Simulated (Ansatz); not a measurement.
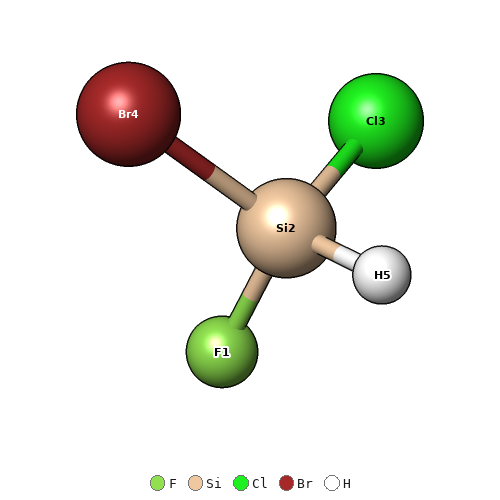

The system is BrClFHSi, SMILES F[SiH](Cl)Br; the picture shows the grid point nearest to the relaxed geometry. Two internal coordinates are moved rigidly from the geometry relaxed at PBE0-D4/def2-TZVP, all others fixed. The first coordinate is: bond Si2–Cl3; the second: angle Cl3–Si2–H5. The grid has 5 × 5 points. Points are written as (first, second). Energies are in kJ/mol, from the lowest grid point. Method: RKS PBE0-D4/def2-TZVPP in Ansatz 0.2.0.

Its coordinates:

```xyz
5

F    -1.4112    0.7133    0.3260
Si   -0.0086    0.1001   -0.0736
Cl    1.2022    0.2949    1.4489
Br   -0.2930   -2.0152   -0.5608
H     0.5177    0.8266   -1.2362
```

Range: bond Si2–Cl3 from 1.782 to 2.834 Å; angle Cl3–Si2–H5 from 92.2 to 128.2°.

### What landscape does the calculation give?

The lowest grid point is at (1.955 Å, 110.2°). The bottom of the well lies between grid points, at about (2.029 Å, 110°), about 5.4 kJ/mol lower on the interpolated surface. No other kind of well shows on this grid. The highest grid point, (2.834 Å, 128.2°), lies 233 kJ/mol above the lowest. Round the minimum the two coordinates are nearly uncoupled.

| angle Cl3–Si2–H5 ↓, bond Si2–Cl3 → | 1.782 | 1.955 | 2.209 | 2.506 | 2.834 |
| --- | --- | --- | --- | --- | --- |
| 128.2 | 116 | 31 | 44 | 128 | 233 |
| 119.2 | 88 | 8 | 26 | 115 | 223 |
| 110.2 | 79 | 0 | 20 | 110 | 220 |
| 101.2 | 88 | 8 | 26 | 115 | 223 |
| 92.2 | 116 | 31 | 44 | 129 | 232 |

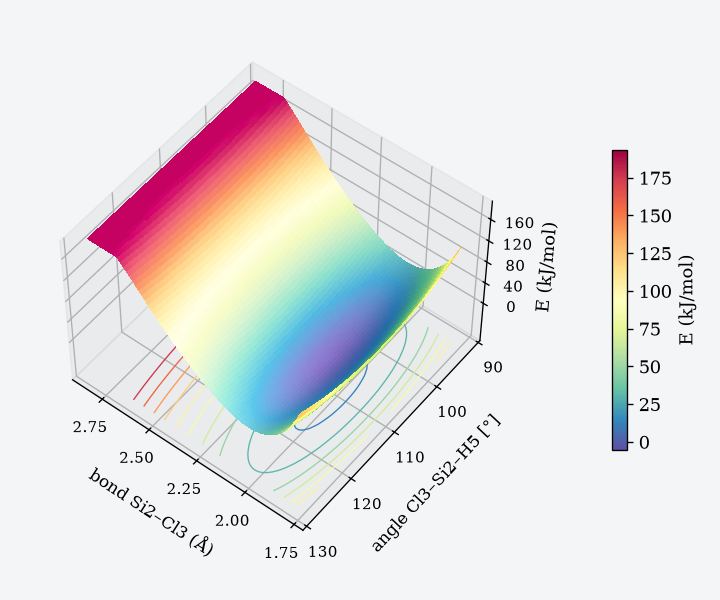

Drawn: a relief with its contours projected below, any walls above the top of the colour scale cut off. Between grid points the surface is interpolated.
